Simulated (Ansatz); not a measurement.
A series of calculations on CH5NSSi

**1. Relaxation**

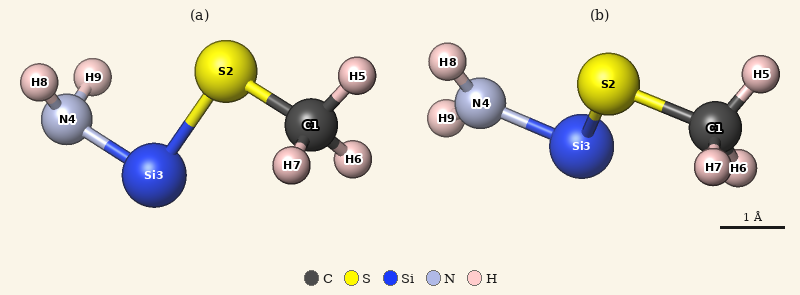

The structure of CH₅NSSi (coarse preliminary run) before (left) and after (right) a relaxation, at one scale.

Style: ball-and-stick. Shown at a tilt.

Level of theory: RKS PBE-D4/def2-SVP in Ansatz.

Input file:
```yaml
crystal:
  periodic: [false, false, false]
  atoms:
    - {symbol: C, position_ang: [-0.499500, 0.453500, -1.748900]}
    - {symbol: S, position_ang: [0.176900, 0.736100, -0.126900]}
    - {symbol: Si, position_ang: [-0.078400, -1.162100, 0.810600]}
    - {symbol: N, position_ang: [0.728100, -0.864300, 2.344800]}
    - {symbol: H, position_ang: [-0.474900, 1.424200, -2.344300]}
    - {symbol: H, position_ang: [-1.603900, 0.240900, -1.679000]}
    - {symbol: H, position_ang: [0.012900, -0.278600, -2.307900]}
    - {symbol: H, position_ang: [1.647100, -0.525800, 2.207200]}
    - {symbol: H, position_ang: [0.180200, -0.070200, 2.827300]}
basis:
  gaussian: {orbitals: def2-SVP}
hamiltonian: {xc: pbe, dispersion: d4}
relax: {f_tol: 0.03, max_steps: 250}
```

**What changed between the two?**

The optimiser took 13 steps. The atom that moves furthest after the best rigid fit is H9 (0.98 Å). Largest moves by element: H 0.98 Å, Si 0.79 Å, S 0.69 Å, N 0.33 Å, C 0.14 Å. Among the contacts that change: C1–S2 1.780 → 1.836 Å, N4–H9 1.079 → 1.023 Å, C1–H7 1.054 → 1.107 Å, S2–Si3 2.132 → 2.178 Å. Among the angles between lasting bonds that change: Si3–N4–H8 111.3° → 128.1°, Si3–N4–H9 106.4° → 120.3°, H5–C1–H6 102.4° → 109.0°. Groups turn about C1–S2 by about 55°.

**2. Relaxation**

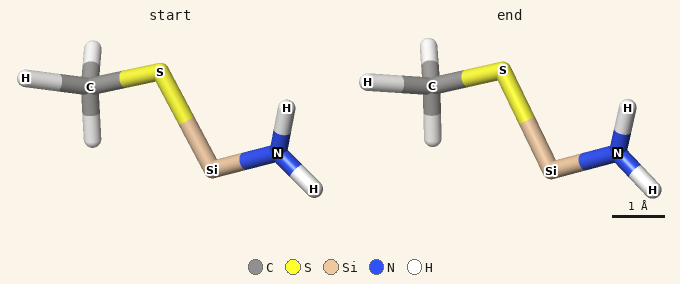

The structure of CH5NSSi before (left) and after (right) a constrained relaxation, at one scale.

The picture is a stick view, seen at a tilt.

Computed with Ansatz, RKS PBE0-D4/def2-TZVP.

Input file:
```yaml
crystal:
  periodic: [false, false, false]
  atoms:
    - {symbol: C, position_ang: [-0.473359, 0.416513, -1.868590]}
    - {symbol: S, position_ang: [0.689560, 0.399906, -0.477260]}
    - {symbol: Si, position_ang: [-0.528341, -0.529790, 1.017601]}
    - {symbol: N, position_ang: [0.607038, -0.523735, 2.295757]}
    - {symbol: H, position_ang: [-0.680109, 1.753321, -2.287222]}
    - {symbol: H, position_ang: [-1.429775, -0.019221, -1.573524]}
    - {symbol: H, position_ang: [-0.055875, -0.160415, -2.692695]}
    - {symbol: H, position_ang: [1.551735, -0.170556, 2.276941]}
    - {symbol: H, position_ang: [0.359907, -0.903767, 3.195264]}
basis:
  gaussian: {orbitals: def2-TZVP}
hamiltonian: {xc: pbe0, dispersion: d4}
relax: {f_tol: 0.005, max_steps: 200, constraints: [{distance: [0, 4]}]}
```

What changed between the two?

The atom that moves furthest after the best rigid fit is H7 (0.10 Å). By element the largest moves are H 0.10 Å, S 0.07 Å, Si 0.05 Å, C 0.04 Å, N 0.02 Å. Some distances before and after: C1–S2 1.813 → 1.793 Å, S2–Si3 2.141 → 2.145 Å. Bond angles that change, for instance: H6–C1–H7 109.2° → 111.5°, S2–C1–H6 110.5° → 112.7°. Over 10 geometry steps the energy falls by 2.30 kJ/mol. The largest force component goes from 0.39 to 0.0035 eV/Å. The run took of the order of 110 core-seconds on a shared host.

**3. Scan**

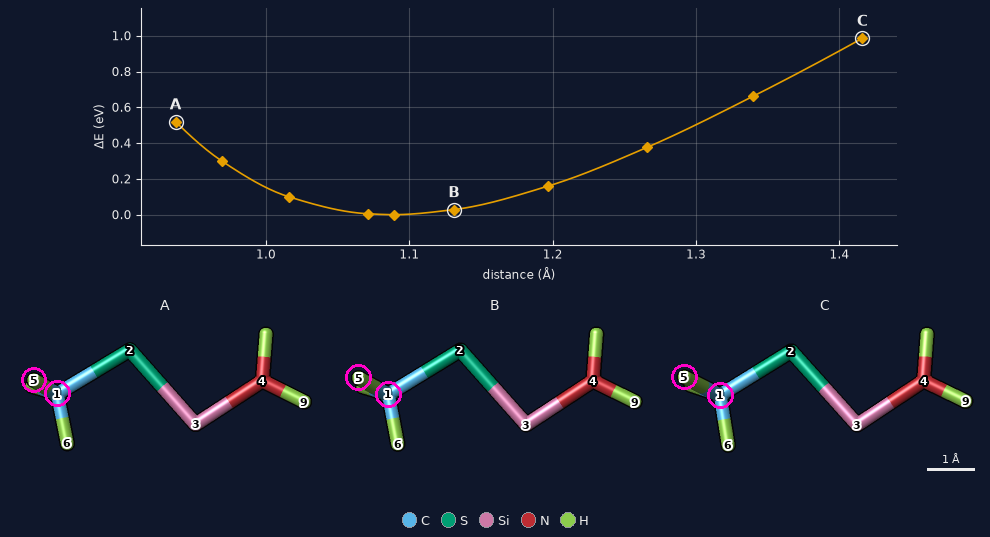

CH₅NSSi: one C–H bond length is varied, with all other coordinates relaxed. The lettered frames are marked on the plot. A stick model, seen tilted, with a slight tilt. The ringed atoms are those of the scanned coordinate.

Computed with Ansatz: CCSD(T), basis def2-TZVPP, on geometries relaxed under the constraint at PBE0-D4/def2-TZVP. Coupled cluster with a frozen core. Energies are counted from the PBE0-D4/def2-TZVP minimum geometry at the same level.

**Read off the main features of the energy profile.**

Of the computed points the lowest is at the distance 1.089 Å, 0.000 eV. The end points stand at 0.519 eV (0.937 Å) and 0.986 eV (1.416 Å). The curvature at the lowest point is about 34 eV/Å² (5.4 mdyn/Å). The well is steeper on the short side, as for any bond.
